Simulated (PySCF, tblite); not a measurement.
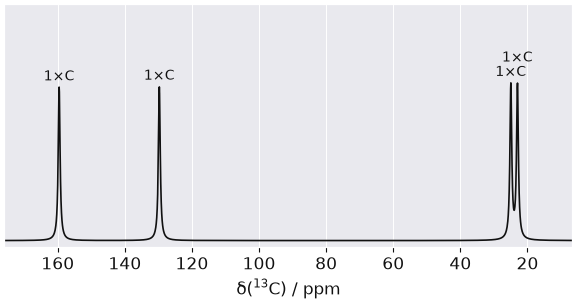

GIAO shifts, PBE0/pcSseg-1, PySCF, at a GFN2-xTB geometry (a minimum by its frequencies), against TMS for ¹³C computed at the same level. Gas phase, fully decoupled, line heights follow the number of nuclei, widths are arbitrary (no quadrupolar broadening); values of one conformer, averaged over methyl-type rotors and exact or near symmetry; other conformers aren't averaged in.

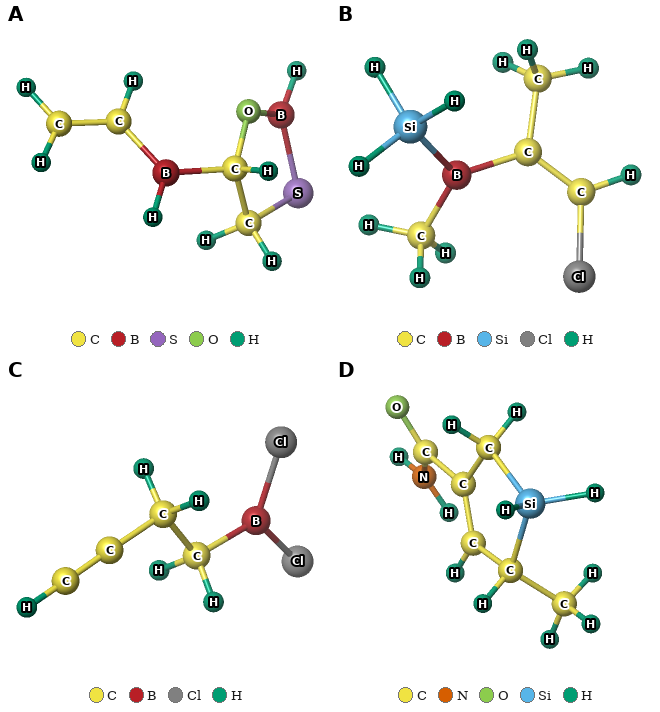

> Which molecule was computed? The candidates are drawn in the second picture.

Structure B, C₄H₁₀BClSi, SMILES CB([SiH3])/C(C)=C\Cl. Its ¹³C signals: 159.6 (1 C), 129.7 (1 C), 25.0 (1 C), 23.0 (1 C) ppm.

Note: the tight-binding geometry is rougher than a DFT one and adds to the error.
